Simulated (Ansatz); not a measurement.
Run report: Mg8HO8, molecular dynamics (part 3 of 5)

Mg8HO8 (defect cell, 17 atoms in the cell); DFT PBE, scalar-relativistic, plane waves, PAW, PAW set soft_1 (Ansatz 0.2.0); cutoff 420 eV, 2×2×2 k-mesh, Fermi–Dirac smearing of 0.05 eV, collinear spins. The structure derives from an entry of the Crystallography Open Database. The run did not end well. It belongs to a series of runs on one base structure; here: dynamics from the last frame of the run before. The run did not end well; see the last part.

Geometry of the input (Å; fractional positions):
```
0.0000  3.9520  3.9520
3.9520  0.0000  3.9520
3.9520  3.9520  0.0000
Mg 0.0079  0.0726  -0.0287
O  0.2749  0.2513  0.2649
Mg 0.0137  0.0238  0.4833
O  0.2884  0.2947  0.7514
Mg 0.0164  0.5306  -0.0261
O  0.2716  0.7928  0.2493
Mg 0.0356  0.5431  0.4847
O  0.2450  0.7783  0.7533
Mg 0.5154  0.0328  0.0256
O  0.7817  0.2414  0.2618
Mg 0.5126  -0.0004  0.5149
O  0.7878  0.2841  0.7331
Mg 0.5191  0.5311  0.0026
O  0.7187  0.7763  0.2785
Mg 0.5413  0.4928  0.4788
O  0.7414  0.7560  0.7848
H  0.1524  0.6758  0.1144
```

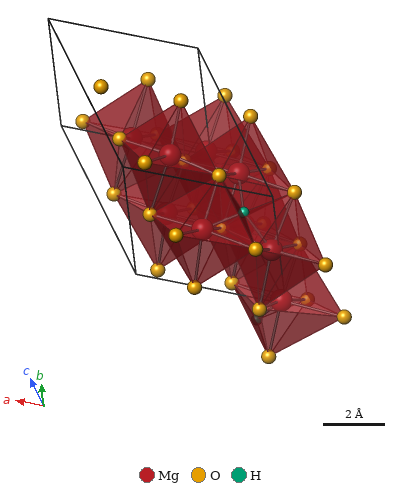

Figure 1. The geometry at step 45 of the log (polyhedral view of the cell of the calculation, seen at an oblique angle; polyhedra are completed across the faces of the cell).

**Trajectory as extended XYZ, continued**
```
17
Lattice="0.0000 3.9520 3.9520 3.9520 0.0000 3.9520 3.9520 3.9520 0.0000" Properties=species:S:1:pos:R:3:forces:R:3 step=10 time_fs=5.0 energy=-19956.62365 temperature=2117.3
Mg    0.1978   -0.0511    0.3309   -2.7790   0.7104  -1.6326
O     2.0914    2.1224    2.0985    0.1555  -0.5010   0.7123
Mg    1.9997    2.0051    0.1297    1.9516   1.2716   0.3581
O     4.0956    4.1074    2.2533   -2.4845  -0.5306  -1.7307
Mg    1.9188   -0.0249    2.1123    4.1336   3.9685   1.3417
O     4.0979    2.0839    4.1268   -0.3700  -0.4854   1.1078
Mg    4.0435    2.0997    2.2262   -0.1472  -1.3583  -1.6168
O     6.0822    3.8829    4.0486   -0.5493   1.4436   1.6063
Mg    0.2219    2.1260    2.2311   -1.7462  -1.5382  -0.3461
O     2.0449    4.0974    4.0643   -0.8607  -1.4410   0.1124
Mg    2.0119    4.0584    2.1107    1.1554   0.6168  -1.3976
O     4.0418    5.8670    4.2197    0.7623   2.1545  -0.9229
Mg    2.1295    2.1077    4.1436   -0.3672  -2.5520  -1.7612
O     4.1110    3.9187    5.9003   -0.2238   1.4335   2.1488
Mg    3.8915    3.9635    4.1001    2.7211   1.2117   0.2721
O     6.0855    6.1439    5.9762   -0.5153  -4.2117   1.8331
H     3.2767    0.8703    3.1032   -0.8363  -0.1923  -0.0847
17
Lattice="0.0000 3.9520 3.9520 3.9520 0.0000 3.9520 3.9520 3.9520 0.0000" Properties=species:S:1:pos:R:3:forces:R:3 step=15 time_fs=7.5 energy=-19956.34863 temperature=1984.4
Mg    0.2001   -0.0320    0.3316   -2.8263   0.6418  -1.9601
O     2.1200    2.1140    2.1122   -0.9597  -0.3588   0.3748
Mg    2.0048    2.0312    0.1215    1.6518   0.1545   0.5887
O     4.0623    4.1032    2.2169   -2.0307  -0.3649  -0.9769
Mg    1.8962   -0.0043    2.0919    3.9774   4.0596   1.6609
O     4.0851    2.0948    4.0919   -0.0701  -1.3159   1.3806
Mg    4.0338    2.1168    2.1894   -0.0016  -1.7669  -0.9844
O     6.0939    3.8583    4.0599   -0.7335   2.2542   1.6962
Mg    0.2105    2.1142    2.2627   -1.4084  -1.2704  -0.9081
O     2.0693    4.0747    4.0757   -1.3204  -0.6478   0.0598
Mg    2.0057    4.0592    2.1497    0.9414   0.6646  -1.9581
O     4.0566    5.8047    4.2061    0.8009   3.1596  -0.7323
Mg    2.1379    2.1223    4.1329   -0.2187  -3.0573  -0.9909
O     4.0788    3.9164    5.9083    0.9214   0.7794   1.8403
Mg    3.9276    3.9338    4.1084    2.4678   1.4316  -0.2317
O     6.0808    6.1792    6.0176   -0.5266  -4.9862   0.7877
H     3.2869    0.7440    3.0010   -0.6647   0.6230   0.3535
17
Lattice="0.0000 3.9520 3.9520 3.9520 0.0000 3.9520 3.9520 3.9520 0.0000" Properties=species:S:1:pos:R:3:forces:R:3 step=20 time_fs=10.0 energy=-19955.99299 temperature=1812.8
Mg    0.1953   -0.0113    0.3274   -2.7034   0.7336  -2.4278
O     2.1449    2.1043    2.1273   -2.0059  -0.1602  -0.0643
Mg    2.0140    2.0577    0.1147    1.2766  -1.0016   0.8467
O     4.0215    4.0977    2.1768   -1.1960  -0.2307  -0.1463
Mg    1.8833    0.0263    2.0756    3.4034   3.3766   1.7243
O     4.0721    2.1008    4.0622    0.3211  -2.0655   1.4725
Mg    4.0241    2.1295    2.1501    0.3174  -2.0485  -0.3967
O     6.1027    3.8422    4.0776   -0.9377   2.9678   1.7484
Mg    0.1955    2.0992    2.2921   -1.1313  -0.9058  -1.4603
O     2.0888    4.0495    4.0874   -1.5779   0.0660   0.0467
Mg    2.0018    4.0616    2.1839    0.7045   0.6480  -2.3355
O     4.0745    5.7542    4.1898    0.7322   3.8037  -0.4510
Mg    2.1458    2.1293    4.1198   -0.1859  -3.3208  -0.2470
O     4.0501    3.9171    5.9233    1.9206   0.1693   1.4363
Mg    3.9698    3.9076    4.1161    2.0417   1.6180  -0.5218
O     6.0741    6.1961    6.0620   -0.5807  -4.8966  -0.1635
H     3.2577    0.6539    2.9208   -0.3986   1.2465   0.9394
17
Lattice="0.0000 3.9520 3.9520 3.9520 0.0000 3.9520 3.9520 3.9520 0.0000" Properties=species:S:1:pos:R:3:forces:R:3 step=25 time_fs=12.5 energy=-19955.78323 temperature=1711.6
Mg    0.1839    0.0112    0.3172   -2.3374   0.7723  -2.8977
O     2.1624    2.0940    2.1422   -2.8270   0.0802  -0.5696
Mg    2.0264    2.0818    0.1100    0.8992  -2.0118   1.1196
O     3.9763    4.0912    2.1362   -0.1274  -0.1338   0.6853
Mg    1.8789    0.0651    2.0635    2.7349   2.0852   1.6023
O     4.0603    2.0991    4.0380    0.7560  -2.4774   1.5048
Mg    4.0152    2.1372    2.1099    0.7382  -2.1632   0.1074
O     6.1080    3.8373    4.1019   -1.1048   3.4114   1.6559
Mg    0.1778    2.0819    2.3179   -0.9457  -0.4514  -2.0203
O     2.1024    4.0245    4.0993   -1.6362   0.6253   0.0569
Mg    1.9996    4.0657    2.2123    0.4092   0.5955  -2.4975
O     4.0951    5.7178    4.1718    0.5596   4.0939  -0.0873
Mg    2.1531    2.1282    4.1060   -0.2317  -3.3250   0.4137
O     4.0285    3.9185    5.9438    2.4097  -0.1683   1.2565
Mg    4.0170    3.8854    4.1226    1.4448   1.7332  -0.5363
O     6.0652    6.1946    6.1058   -0.6609  -4.1122  -1.0289
H     3.2050    0.6363    2.8953   -0.0806   1.4462   1.2353
17
Lattice="0.0000 3.9520 3.9520 3.9520 0.0000 3.9520 3.9520 3.9520 0.0000" Properties=species:S:1:pos:R:3:forces:R:3 step=30 time_fs=15.0 energy=-19955.84908 temperature=1743.5
Mg    0.1668    0.0356    0.2998   -1.7290   0.6662  -3.1902
O     2.1692    2.0839    2.1549   -3.3178   0.3794  -1.1200
Mg    2.0410    2.1009    0.1081    0.5753  -2.6701   1.3867
O     3.9306    4.0843    2.0981    1.0125  -0.0882   1.4156
Mg    1.8813    0.1090    2.0555    2.3850   0.6021   1.4725
O     4.0513    2.0882    4.0195    1.2067  -2.3417   1.5951
Mg    4.0082    2.1395    2.0699    1.1161  -2.1508   0.5727
O     6.1092    3.8450    4.1323   -1.2472   3.3640   1.3636
Mg    0.1576    2.0636    2.3387   -0.8466   0.0561  -2.5943
O     2.1100    4.0019    4.1113   -1.5336   0.9892   0.0670
Mg    1.9985    4.0712    2.2345    0.0519   0.5077  -2.4361
O     4.1178    5.6969    4.1535    0.2995   4.0417   0.3267
Mg    2.1599    2.1189    4.0933   -0.3240  -3.0280   0.9958
O     4.0157    3.9193    5.9691    2.2469  -0.2234   1.2858
Mg    4.0678    3.8674    4.1279    0.6876   1.7305  -0.3294
O     6.0538    6.1778    6.1457   -0.7066  -3.0126  -1.7944
H     3.1469    0.7031    2.9410    0.1233   1.1779   0.9829
17
Lattice="0.0000 3.9520 3.9520 3.9520 0.0000 3.9520 3.9520 3.9520 0.0000" Properties=species:S:1:pos:R:3:forces:R:3 step=35 time_fs=17.5 energy=-19956.03899 temperature=1835.2
Mg    0.1454    0.0616    0.2746   -0.9724   0.3477  -3.1637
O     2.1637    2.0754    2.1634   -3.3969   0.7496  -1.6346
Mg    2.0570    2.1135    0.1096    0.3523  -2.8571   1.6071
O     3.8888    4.0769    2.0653    2.0891  -0.1055   1.9450
Mg    1.8897    0.1545    2.0510    2.3537  -0.7495   1.4577
O     4.0470    2.0687    4.0070    1.6615  -1.6114   1.7658
Mg    4.0039    2.1365    2.0313    1.3352  -2.0051   1.0161
O     6.1057    3.8652    4.1678   -1.3386   2.7616   0.8543
Mg    0.1354    2.0454    2.3530   -0.7927   0.5158  -3.1224
O     2.1117    3.9828    4.1237   -1.3042   1.1578   0.0599
Mg    1.9974    4.0779    2.2508   -0.2947   0.3614  -2.1711
O     4.1416    5.6910    4.1364   -0.0342   3.6816   0.7250
Mg    2.1659    2.1022    4.0830   -0.5323  -2.3276   1.5700
O     4.0113    3.9194    5.9992    1.6795  -0.0829   1.2853
Mg    4.1202    3.8538    4.1323   -0.2101   1.6248  -0.0472
O     6.0398    6.1496    6.1790   -0.6670  -1.8991  -2.3844
H     3.0948    0.8380    3.0431    0.0716   0.4379   0.2373
17
Lattice="0.0000 3.9520 3.9520 3.9520 0.0000 3.9520 3.9520 3.9520 0.0000" Properties=species:S:1:pos:R:3:forces:R:3 step=40 time_fs=20.0 energy=-19956.05069 temperature=1841.0
Mg    0.1215    0.0884    0.2416   -0.2631  -0.1622  -2.7819
O     2.1456    2.0697    2.1658   -3.0613   1.1880  -2.0094
Mg    2.0740    2.1191    0.1151    0.2312  -2.6251   1.7241
O     3.8547    4.0692    2.0397    2.9953  -0.1824   2.2187
Mg    1.9039    0.1981    2.0502    2.2432  -1.9036   1.4481
O     4.0488    2.0433    4.0012    2.0482  -0.4845   1.9373
Mg    4.0028    2.1286    1.9953    1.3214  -1.7224   1.4840
O     6.0971    3.8957    4.2065   -1.2839   1.7559   0.2134
Mg    0.1112    2.0285    2.3596   -0.7208   0.8261  -3.5074
O     2.1086    3.9681    4.1362   -0.9839   1.1651   0.0273
Mg    1.9957    4.0856    2.2617   -0.5214   0.1158  -1.7561
O     4.1652    5.6990    4.1220   -0.4309   3.1095   0.9986
Mg    2.1705    2.0798    4.0766   -1.0569  -1.0476   2.2939
O     4.0132    3.9192    6.0341    1.0362   0.1103   1.0269
Mg    4.1721    3.8442    4.1366   -1.2197   1.4747   0.1696
O     6.0232    6.1142    6.2033   -0.5321  -0.8978  -2.7022
H     3.0478    0.9971    3.1582    0.1985  -0.7200  -0.7848
17
Lattice="0.0000 3.9520 3.9520 3.9520 0.0000 3.9520 3.9520 3.9520 0.0000" Properties=species:S:1:pos:R:3:forces:R:3 step=45 time_fs=22.5 energy=-19955.83073 temperature=1735.7
Mg    0.0970    0.1148    0.2018    0.3223  -0.7972  -1.9517
O     2.1159    2.0684    2.1607   -2.4367   1.6279  -2.1076
Mg    2.0915    2.1183    0.1248    0.1401  -2.1730   1.6601
O     3.8318    4.0608    2.0225    3.6277  -0.3004   2.2590
Mg    1.9236    0.2371    2.0530    1.8318  -2.9195   1.2755
O     4.0583    2.0160    4.0027    2.1394   0.7044   2.0084
Mg    4.0050    2.1164    1.9629    1.1120  -1.2758   2.0407
O     6.0839    3.9328    4.2460   -0.9417   0.6711  -0.4679
Mg    0.0852    2.0135    2.3576   -0.5896   0.9346  -3.6724
O     2.1018    3.9578    4.1488   -0.6075   1.0713  -0.0299
Mg    1.9927    4.0935    2.2682   -0.5261  -0.2392  -1.2356
O     4.1872    5.7187    4.1113   -0.8844   2.4489   1.0256
Mg    2.1724    2.0549    4.0759   -1.7721   0.5727   3.0610
O     4.0190    3.9193    6.0727    0.4779   0.1972   0.4140
Mg    4.2210    3.8382    4.1413   -2.3329   1.3039   0.2219
O     6.0047    6.0754    6.2176   -0.3103  -0.0054  -2.6867
H     3.0152    1.1129    3.2259    0.7502  -1.8214  -1.8144
17
Lattice="0.0000 3.9520 3.9520 3.9520 0.0000 3.9520 3.9520 3.9520 0.0000" Properties=species:S:1:pos:R:3:forces:R:3 step=50 time_fs=25.0 energy=-19955.80423 temperature=1723.1
Mg    0.0733    0.1392    0.1572    0.8877  -1.5692  -0.5491
O     2.0772    2.0733    2.1477   -1.6930   1.9341  -1.8324
Mg    2.1094    2.1120    0.1386    0.0004  -1.7015   1.3583
O     3.8225    4.0512    2.0136    3.8991  -0.4284   2.1480
Mg    1.9479    0.2688    2.0589    1.1104  -3.8077   0.8701
O     4.0757    1.9913    4.0117    1.7167   1.6985   1.9283
Mg    4.0099    2.1011    1.9356    0.8453  -0.6397   2.6398
O     6.0671    3.9725    4.2837   -0.2445  -0.1946  -1.1458
Mg    0.0578    2.0009    2.3465   -0.3909   0.8568  -3.5863
O     2.0927    3.9515    4.1613   -0.2063   0.9433  -0.1035
Mg    1.9885    4.1008    2.2717   -0.2638  -0.6791  -0.6505
O     4.2059    5.7476    4.1044   -1.3847   1.7980   0.7437
Mg    2.1702    2.0312    4.0827   -1.4679   1.2701   2.8222
O     4.0267    3.9201    6.1128    0.1282   0.0365  -0.6135
Mg    4.2640    3.8355    4.1465   -3.5269   1.0975   0.0760
O     5.9851    6.0365    6.2219   -0.0166   0.8127  -2.3565
H     3.0237    1.1276    3.1907    0.6070  -1.4274  -1.7487
17
Lattice="0.0000 3.9520 3.9520 3.9520 0.0000 3.9520 3.9520 3.9520 0.0000" Properties=species:S:1:pos:R:3:forces:R:3 step=55 time_fs=27.5 energy=-19955.78778 temperature=1715.1
Mg    0.0518    0.1597    0.1114    1.3416  -2.2649   1.3137
O     2.0320    2.0854    2.1280   -0.9567   1.9589  -1.2234
Mg    2.1273    2.1015    0.1557   -0.2025  -1.2894   0.8443
O     3.8278    4.0400    2.0129    3.7853  -0.5247   1.9797
Mg    1.9747    0.2912    2.0669   -0.0396  -4.5057   0.2242
O     4.0994    1.9729    4.0279    0.9388   2.3977   1.6671
Mg    4.0170    2.0843    1.9149    0.6205   0.1774   3.1647
O     6.0496    4.0116    4.3171    0.7084  -0.7929  -1.8226
Mg    0.0294    1.9903    2.3265   -0.1152   0.6278  -3.2670
O     2.0829    3.9487    4.1735    0.1964   0.8114  -0.1880
Mg    1.9837    4.1064    2.2736    0.2555  -1.1750  -0.0832
O     4.2193    5.7833    4.1002   -1.8959   1.2144   0.2209
Mg    2.1644    2.0105    4.0962   -0.3308   1.2798   1.6561
O     4.0349    3.9210    6.1505    0.0685  -0.4078  -1.9708
Mg    4.2984    3.8354    4.1519   -4.6568   0.8548  -0.2581
O     5.9654    6.0007    6.2173    0.3280   1.5543  -1.8141
H     3.0658    1.0626    3.0571   -0.0456   0.0840  -0.4434
17
Lattice="0.0000 3.9520 3.9520 3.9520 0.0000 3.9520 3.9520 3.9520 0.0000" Properties=species:S:1:pos:R:3:forces:R:3 step=60 time_fs=30.0 energy=-19955.36699 temperature=1513.0
Mg    0.0335    0.1747    0.0688    1.4964  -2.5677   3.1642
O     1.9832    2.1047    2.1036   -0.2906   1.6215  -0.4573
Mg    2.1446    2.0878    0.1749   -0.4086  -0.9316   0.2062
O     3.8473    4.0269    2.0196    3.3436  -0.5500   1.8136
Mg    2.0014    0.3024    2.0754   -1.5954  -4.8816  -0.4692
O     4.1267    1.9634    4.0503    0.1396   2.7243   1.3186
Mg    4.0256    2.0679    1.9019    0.4712   1.0634   3.4833
O     6.0347    4.0477    4.3437    1.6581  -1.2398  -2.4179
Mg    0.0007    1.9813    2.2985    0.2388   0.3399  -2.7686
O     2.0737    3.9490    4.1849    0.5767   0.6791  -0.2909
Mg    1.9795    4.1091    2.2753    0.9029  -1.6692   0.3705
O     4.2256    5.8236    4.0968   -2.3317   0.7190  -0.3608
Mg    2.1578    1.9930    4.1139    0.4098   1.6294   0.6429
O     4.0435    3.9203    6.1807    0.2138  -0.9969  -3.3732
Mg    4.3212    3.8375    4.1566   -5.4738   0.6353  -0.6673
O     5.9469    5.9707    6.2059    0.6859   2.1614  -1.1853
H     3.1090    1.0006    2.8974   -0.0368   1.2636   0.9913
17
Lattice="0.0000 3.9520 3.9520 3.9520 0.0000 3.9520 3.9520 3.9520 0.0000" Properties=species:S:1:pos:R:3:forces:R:3 step=65 time_fs=32.5 energy=-19954.96668 temperature=1320.8
Mg    0.0189    0.1834    0.0340    1.5348  -2.5793   4.5902
O     1.9333    2.1301    2.0776    0.3605   0.9154   0.3082
Mg    2.1610    2.0718    0.1946   -0.5348  -0.6197  -0.4748
O     3.8793    4.0117    2.0332    2.6789  -0.4789   1.6614
Mg    2.0243    0.3016    2.0829   -2.5586  -4.6373  -0.6242
O     4.1546    1.9641    4.0778   -0.5294   2.6201   0.9953
Mg    4.0354    2.0541    1.8976    0.4873   1.8581   3.3751
O     6.0259    4.0792    4.3612    2.2624  -1.6451  -2.8533
Mg   -0.0274    1.9731    2.2636    0.6259   0.1312  -2.1223
O     2.0667    3.9518    4.1952    0.8960   0.5521  -0.4312
Mg    1.9775    4.1076    2.2779    1.4553  -2.0374   0.6520
O     4.2232    5.8667    4.0921   -2.5814   0.2996  -0.7940
Mg    2.1521    1.9797    4.1332    0.6164   2.2482  -0.0572
O     4.0529    3.9159    6.1984    0.1526  -1.3316  -4.4167
Mg    4.3306    3.8412    4.1596   -5.7579   0.5560  -0.9659
O     5.9310    5.9487    6.1900    1.0094   2.5381  -0.5635
H     3.1496    1.0102    2.7935   -0.1174   1.6103   1.7209
17
Lattice="0.0000 3.9520 3.9520 3.9520 0.0000 3.9520 3.9520 3.9520 0.0000" Properties=species:S:1:pos:R:3:forces:R:3 step=70 time_fs=35.0 energy=-19955.06182 temperature=1367.3
Mg    0.0080    0.1858    0.0104    1.5721  -2.3961   5.1818
O     1.8843    2.1595    2.0534    0.9283   0.2029   1.1928
Mg    2.1761    2.0542    0.2131   -0.5821  -0.3174  -1.1639
O     3.9213    3.9947    2.0531    1.8895  -0.3009   1.5063
Mg    2.0411    0.2894    2.0890   -2.2574  -3.7799  -0.1578
O     4.1805    1.9745    4.1090   -1.0257   2.0899   0.6622
Mg    4.0465    2.0449    1.9015    0.8213   2.4366   2.6752
O     6.0257    4.1045    4.3680    2.3173  -2.0368  -3.0561
Mg   -0.0540    1.9652    2.2235    0.9431   0.0268  -1.3490
O     2.0631    3.9568    4.2039    1.1202   0.4413  -0.6058
Mg    1.9792    4.1013    2.2820    1.7711  -2.1048   0.7159
O     4.2111    5.9109    4.0844   -2.5718  -0.0757  -0.9383
Mg    2.1478    1.9718    4.1525    0.4572   2.8242  -0.5538
O     4.0631    3.9061    6.1998   -0.2477  -1.1167  -4.6803
Mg    4.3258    3.8463    4.1604   -5.3865   0.6654  -1.0357
O     5.9189    5.9363    6.1720    1.2725   2.6042  -0.0049
H     3.1755    1.1135    2.7758   -1.0214   0.8368   1.6114
17
Lattice="0.0000 3.9520 3.9520 3.9520 0.0000 3.9520 3.9520 3.9520 0.0000" Properties=species:S:1:pos:R:3:forces:R:3 step=75 time_fs=37.5 energy=-19955.53133 temperature=1595.0
Mg    0.0011    0.1822   -0.0006    1.6756  -2.1368   4.7870
O     1.8388    2.1896    2.0335    1.6121  -0.9807   1.4547
Mg    2.1897    2.0359    0.2287   -0.5805  -0.0102  -1.6654
O     3.9705    3.9766    2.0786    1.0367  -0.0196   1.3072
Mg    2.0523    0.2678    2.0947   -1.4733  -2.6600   0.4091
O     4.2027    1.9926    4.1427   -1.2855   1.2629   0.2881
Mg    4.0596    2.0415    1.9120    0.8801   2.1366   1.9006
O     6.0340    4.1221    4.3635    1.7740  -2.3446  -2.9363
Mg   -0.0783    1.9575    2.1800    1.2909   0.0671  -0.4407
O     2.0637    3.9634    4.2103    1.2202   0.3391  -0.7880
Mg    1.9851    4.0898    2.2878    1.7780  -1.8752   0.5272
O     4.1894    5.9548    4.0734   -2.2893  -0.4349  -0.7723
Mg    2.1447    1.9710    4.1704   -0.1147   3.2343  -0.7472
O     4.0723    3.8923    6.1839   -1.1382   0.0159  -4.1795
Mg    4.3078    3.8530    4.1586   -4.4887   1.0164  -0.9137
O     5.9116    5.9335    6.1540    1.4514   2.3501   0.4614
H     3.1429    1.2688    2.8518   -1.3487   0.0396   1.3079
17
Lattice="0.0000 3.9520 3.9520 3.9520 0.0000 3.9520 3.9520 3.9520 0.0000" Properties=species:S:1:pos:R:3:forces:R:3 step=80 time_fs=40.0 energy=-19956.00102 temperature=1822.1
Mg   -0.0017    0.1734    0.0001    1.7741  -1.7351   3.6933
O     1.7994    2.2160    2.0190    2.2755  -2.0265   1.2994
Mg    2.2018    2.0175    0.2402   -0.6561   0.3139  -1.9364
O     4.0236    3.9585    2.1090    0.1420   0.3461   1.0108
Mg    2.0599    0.2395    2.1014   -0.7911  -1.6596   0.8852
O     4.2201    2.0155    4.1774   -1.2659   0.3136  -0.2191
Mg    4.0747    2.0433    1.9274    0.0464   1.0024   1.8913
O     6.0489    4.1310    4.3480    0.9100  -2.5698  -2.4758
Mg   -0.0994    1.9499    2.1355    1.6204   0.1449   0.5535
O     2.0688    3.9713    4.2137    1.1789   0.2454  -0.9371
Mg    1.9954    4.0737    2.2949    1.5600  -1.3804   0.1479
O     4.1592    5.9971    4.0595   -1.7477  -0.7891  -0.3927
Mg    2.1411    1.9781    4.1866   -1.3180   3.5678  -0.1175
O     4.0773    3.8786    6.1525   -1.8808   1.3805  -2.9950
Mg    4.2788    3.8623    4.1546   -3.3042   1.4017  -0.6942
O     5.9097    5.9395    6.1376    1.5339   1.8284   0.8173
H     3.0380    1.4287    2.9979   -0.0775  -0.3842  -0.5310
```
